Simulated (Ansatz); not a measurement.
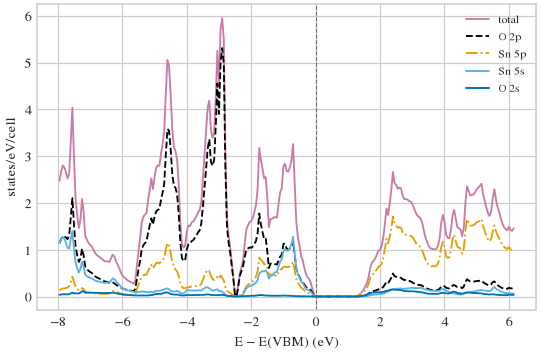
Figure. Total and projected density of states of SnO in space group Pmn2_1 (No. 31; Sn on 2a, O on 2a), LDA in the plane-wave PAW code Ansatz

### Question
Which orbitals carry the states next to the gap?

### Answer
Top 1 eV of the valence band: O 2p 38 %, Sn 5s 37 %, Sn 5p 23 %. Bottom 1 eV of the conduction band: Sn 5p 65 %, O 2p 16 %, O 2s 10 %. Projections are on Löwdin-orthogonalised atomic valence shells; empty p or d shells of many metals are not among them.

### Question
Where is the tallest occupied peak in this window, and what makes it?

### Answer
Near -2.9 eV, about 6.0 states/eV per cell; the largest projected share is O 2p.

The workflow started from a Materials Project entry (that database holds measured and hypothetical structures alike); the Crystallography Open Database copy checked does not list it. It is not the phase usual at ambient conditions (space group No. 129). The cell was relaxed with LDA under the symmetry of its start; phonons on a q-mesh show no instability. A crystal of weakly bound layers computed without a dispersion correction: the cell and the soft elastic constants depend strongly on that. Scalar-relativistic: spin–orbit coupling is off unless named, which matters more the heavier the elements.

Potentials: the later of the program's two PAW sets.
